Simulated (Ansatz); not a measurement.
Pulling on the H–H spacing in H4 rectangle (multiplicity 1 held). Energies count from the point at 4.000 Å.
Geometry at that point (charge 0, multiplicity 1):
```xyz
4

H      0.000     0.000     0.000
H      0.000     0.000     1.000
H      4.000     0.000     0.000
H      4.000     0.000     1.000
```

R- and RO- levels are restricted; in cc, def2 and unpolarised 6-31G sets they are followed outwards from rest. Active spaces are followed from rest. Full CI gives the lowest state of the spin. Levels need not reach the same state.

Run with Ansatz (Gaussian basis) for Hartree–Fock, density functionals and correlated methods. Each number belongs to the level named beside it.

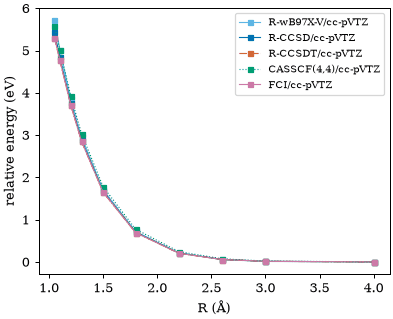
Relative energy along the coordinate

Question: Order the other curves in the same basis by their non-parallelity to FCI/cc-pVTZ (largest less smallest deviation, whatever its cause), smallest first.

Answer: R-CCSDT/cc-pVTZ (0.00 eV), R-CCSD/cc-pVTZ (0.13 eV), CASSCF(4,4)/cc-pVTZ (0.27 eV)

Doubts at one or more of the structures used: a restricted determinant that unrestricted orbitals would lower (R-wB97X-V/cc-pVTZ, R-CCSD/cc-pVTZ, R-CCSDT/cc-pVTZ).

Ansatz is a first-principles code.
